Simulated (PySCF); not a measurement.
# C9H8: the cost of one run

Program: PySCF 2.14.0. Level of theory: levels as typed in each script, gas phase, geometry from GFN2-xTB. These are calculated values, not measurements.

## Step 1: The starting structure

SMILES `C#CC#CC(C)C=C=C`, 17 atoms, charge 0, spin multiplicity 1.

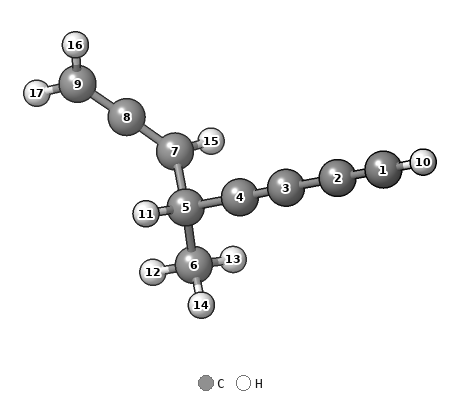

The structure; carbon grey, hydrogen white; atoms are numbered from 1 in the order of the file.

As a file:

```xyz
17

C    -4.2748    0.8980    0.0921
C    -3.1357    0.5208   -0.0102
C    -1.8521    0.0883   -0.1206
C    -0.7179   -0.3054   -0.2458
C     0.6509   -0.7713   -0.3357
C     0.7337   -2.2597    0.0264
C     1.5078    0.0495    0.6061
C     2.4776    0.8106    0.2078
C     3.4438    1.5567   -0.2222
H    -5.2652    1.2299    0.1787
H     1.0060   -0.6244   -1.3634
H     1.7640   -2.6021   -0.0459
H     0.3803   -2.4225    1.0429
H     0.1188   -2.8485   -0.6513
H     1.2575   -0.0307    1.6557
H     3.2881    2.5918   -0.4820
H     4.4503    1.1822   -0.3230
```

## Step 2: Response to an electric field (HF/def2-svp)

input.py

```python
import numpy as np
from pyscf import gto, scf, dft
from pyscf.scf import atom_ks, atom_hf
from scipy.linalg import block_diag

def solve(mol, dm0=None, hcore=None):
    mf = scf.UHF(mol) if mol.spin else scf.RHF(mol)
    mf = mf.density_fit(auxbasis='def2-universal-jkfit')
    mf.conv_tol, mf.max_cycle = 1e-8, 80
    if hcore is not None:
        mf.get_hcore = lambda *args: hcore
    mf.kernel(dm0)
    if not mf.converged:
        mf = mf.newton().run(mf.mo_coeff, mf.mo_occ, max_cycle=30)
    assert mf.converged, 'SCF not converged'
    return mf

mol = gto.M(atom='''
C     -4.27481     0.89796     0.09213
C     -3.13568     0.52078    -0.01018
C     -1.85211     0.08828    -0.12057
C     -0.71794    -0.30539    -0.24580
C      0.65092    -0.77128    -0.33569
C      0.73370    -2.25974     0.02638
C      1.50784     0.04948     0.60611
C      2.47762     0.81061     0.20782
C      3.44382     1.55671    -0.22217
H     -5.26516     1.22988     0.17873
H      1.00602    -0.62442    -1.36335
H      1.76399    -2.60209    -0.04586
H      0.38031    -2.42251     1.04289
H      0.11876    -2.84852    -0.65130
H      1.25754    -0.03067     1.65571
H      3.28813     2.59180    -0.48197
H      4.45030     1.18215    -0.32300
''', basis='def2-svp', charge=0, spin=0, verbose=4)
field = np.array([0.0, 0.0, 0.004])  # atomic units
mol.set_common_orig(mol.atom_charges() @ mol.atom_coords() / mol.atom_charges().sum())
mf = solve(mol)
out = dict(dm0=mf.make_rdm1(), d0=mf.dip_moment(unit='AU'), e0=mf.e_tot)
for name, sign in (('p', 1), ('m', -1)):
    h = mf.get_hcore() + sign * np.einsum('x,xij->ij', field, mol.intor('int1e_r'))
    mi = solve(mol, mf.make_rdm1(), h)
    out.update({'dm' + name: mi.make_rdm1(), 'd' + name: mi.dip_moment(unit='AU'), 'e' + name: mi.e_tot})
# spherically averaged free atoms, for the promolecule
atm = scf.atom_hf.get_atm_nrhf(mol)
pro = block_diag(*[(atm[a[0]][2] * atm[a[0]][3]) @ atm[a[0]][2].T for a in mol._atom])
np.savez('result.npz', pro=pro, **out)
```

Command:

```
OMP_NUM_THREADS=1 python input.py
```

**Question.** How long does this run take on 1 thread of AMD EPYC (Zen 3), shared host, and how much memory does it need?

About 19 s, with a peak of 0.47 GiB.
